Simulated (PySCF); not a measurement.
**BN₂: relaxation and vibrations of the quartet**

The task is one start of a wider search on BN₂: the quartet, from a linear start. It is relaxed, tested by its Hessian and followed downhill if it is a saddle.

Method: PBE0, basis B def2-TZVP, N def2-TZVP, no relativity, density fitting; program: PySCF 2.14.0.

### 1 The starting structure

3 atoms, charge 0, spin multiplicity 4.

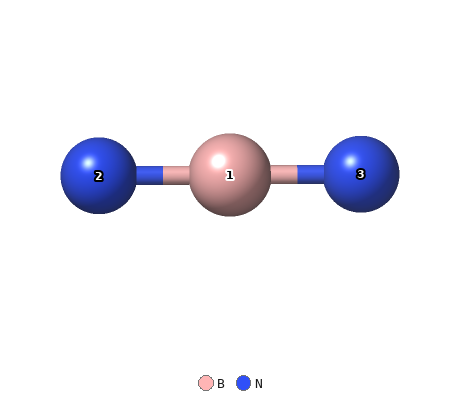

Start geometry, drawn with boron pink, nitrogen blue; atoms are numbered from 1 in the order of the file.

Z-matrix (Å, degrees; charge 0 multiplicity 4):
```
B
N  1 1.3800
N  1 1.3800 2 180.00
```

### 2 First SCF at the start

The steps below are one call of a driver around PySCF. For each, scf.py gives the equivalent set-up of the SCF; relaxations use the driver's own optimiser. After this first run the driver tries any further starts and a stability analysis.

Contents of scf.py:

```python
from pyscf import gto, scf, dft
mol = gto.M(atom='''
B      0.000000     0.000000     0.000000
N      0.000000     0.000000     1.380000
N      0.000000     0.000000    -1.380000''',
    basis={'B': 'def2-TZVP', 'N': 'def2-TZVP'},
    charge=0, spin=3)
mf = dft.UKS(mol, xc='PBE0')
mf.grids.atom_grid = (50, 194)
aux = {'B': 'def2-universal-JKFIT', 'N': 'def2-universal-JKFIT'}
mf = mf.density_fit(auxbasis=aux)
mf.conv_tol = 1e-08
mf.diis_space = 10
mf.max_cycle = 60
mf.init_guess = 'minao'
mf.verbose = 4
mf.kernel()
```

Started as:

```
$ OMP_NUM_THREADS=4 python axn.py task.json out
```

The runs that follow: Relaxation: linear start, quartet; Frequencies.

Before running it: what results should come out? Wanted: minimum; geometry; wavenumbers; dipole moment; highest occupied, lowest empty level; polar-tensor charge of B1; zero-point energy; atomisation energy; ⟨S²⟩.

The runs gave:

```
                                          quantity                           value
                                           minimum                    quartet, D∞h
                                          geometry  B–N 1.371 Å (×2); N–B–N 180.0°
                                wavenumbers (cm⁻¹)             359, 368, 959, 1325
                                     dipole moment                          0.00 D
highest occupied, lowest empty level (either spin)                 -9.09, -6.34 eV
                         polar-tensor charge of B1                         -0.13 e
                                 zero-point energy                     18.0 kJ/mol
                               entropy at 298.15 K                 232.3 J/(mol K)
         atomisation energy (no zero-point energy)                      876 kJ/mol
                                              ⟨S²⟩                           3.804
```

What this shows: The molecule stays D∞h, as typed, and the end point is a minimum. In the infrared the band at 1325 cm⁻¹ leads. Only this shape and spin were tried, so other structures or states may lie lower. The SCF density has lower symmetry than the nuclear frame.
